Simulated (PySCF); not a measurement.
# C₄H₁₂N₂Si (SMILES C=CN(C)N(C)[SiH3]): what the fields show

Input file:

```
{"job": {"kind": "nmr", "xc": "BHandHLYP", "basis": "pcSseg-1", "solvent": "cyclohexane", "pop": false}, "charge": 0, "multiplicity": 1}
C     -1.952466    -0.529582     1.000126
C     -1.315475     0.599086     0.758634
N     -0.334113     0.683883    -0.265627
C      1.012583     0.810176     0.259472
N     -0.630623     1.636340    -1.264666
C     -0.751281     3.022540    -0.873228
Si    -1.440359     0.939579    -2.617307
H     -1.739312    -1.414423     0.426258
H     -2.695722    -0.608313     1.774582
H     -1.524548     1.502319     1.333955
H      1.692948     0.932245    -0.581353
H      1.141424     1.653543     0.953676
H      1.256560    -0.110573     0.788233
H     -0.797665     3.619890    -1.780198
H     -1.653886     3.224854    -0.284044
H      0.121812     3.334772    -0.296229
H     -1.332452     1.941785    -3.680017
H     -0.704256    -0.287922    -2.890304
H     -2.866430     0.639282    -2.406539
```

Command:

```sh
OMP_NUM_THREADS=1 python ens_run.py task.json out
```

Geometry: GFN2-xTB.

These are results of BHandHLYP/pcSseg-1, SCF density, in a cyclohexane solvent model, non-relativistic (PySCF), not measurements.

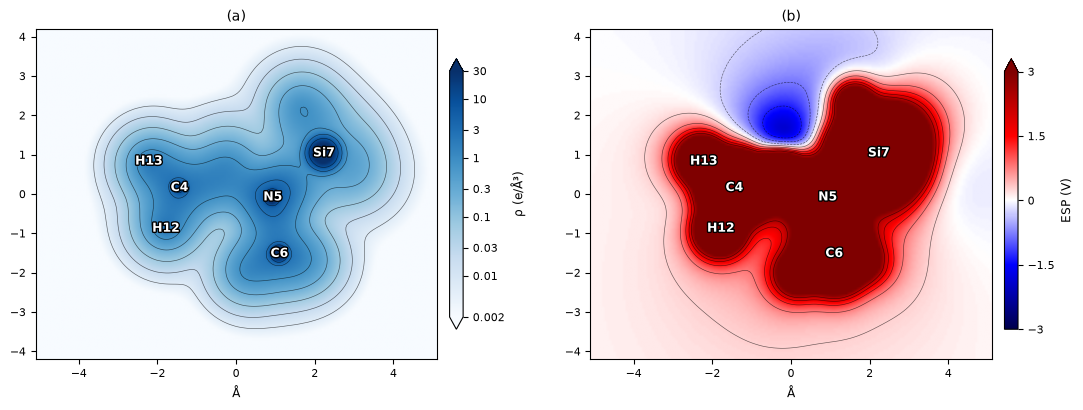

Figure 1. (a) electron density; (b) electrostatic potential on the plane of atoms C6, N5 and Si7.

**Interpret the plot.**

- The plane passes through C, N, Si and H nuclei.
- C–N (1.45 Å): the density is about 2 e/Å³ at the midpoint.
- Si–N (1.72 Å): the density is about 1.1 e/Å³ at the midpoint.
- C–H (1.10 Å): ρ is about 2 e/Å³ halfway.
- Outside the dense part of the molecule the potential is most negative (−1.9 V) near N3, which lies off the plane.

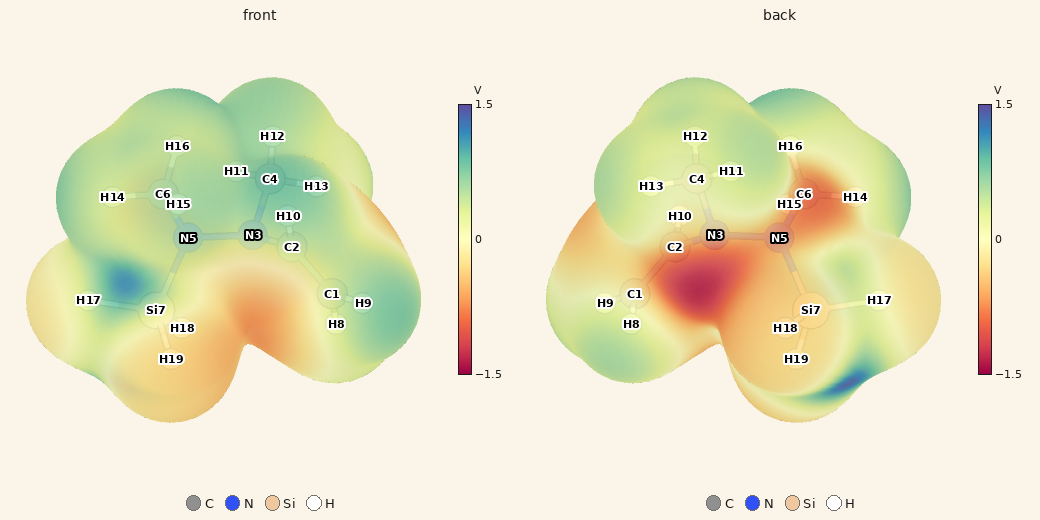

Figure 2. The molecular electrostatic potential painted on the density surface at 0.002 e/bohr³, seen from the front and from behind; red is negative and blue positive.

**Which sites attract a positive test charge, and which a negative one?**

A positive charge is drawn to the negative regions and a negative charge to the positive ones. The most negative region (about −1.3 V, or −30 kcal/mol for a unit charge) lies over N3, the most positive (about +1.2 V, or +28 kcal/mol for a unit charge) over Si7. N3 is the likeliest acceptor of a hydrogen bond.
